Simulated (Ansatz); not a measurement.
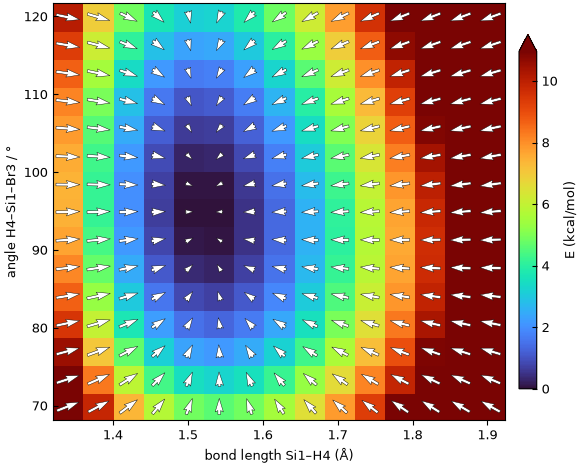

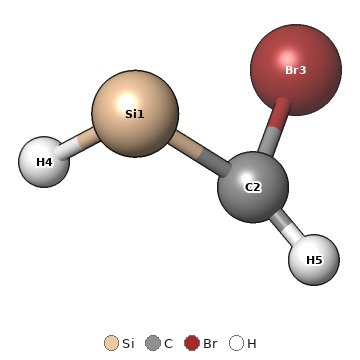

Energy landscape of CH2BrSi, SMILES [SiH+]=CBr, charge +1. Coordinates scanned: (1) bond length Si1–H4; (2) angle H4–Si1–Br3. Nothing is relaxed (all other coordinates rigid). Grid: 15 × 15 points. Points are written as (first, second). All energies are given in kcal/mol relative to the lowest grid point. These are results of RKS SPW92 (LDA)/def2-TZVP (Ansatz 0.2.0), not measurements.

Drawn: one coloured cell a grid point, arrows along the force (downhill), their lengths compressed, one colour for all values above the top of the scale. The second picture is the structure at the lowest point.

Describe this landscape.

Answer. The lowest grid point is at (1.542 Å, 94.9°). It is the only kind of minimum in the scanned range. The highest grid point, (1.904 Å, 119.9°), lies 18.1 kcal/mol above the lowest. Round the minimum the two coordinates are weakly coupled (coupling 0.10 in units of the two stiffnesses).

Time for the 225 points that were run: 8.9 min on 1 thread of Arm Neoverse V2, on a shared host.
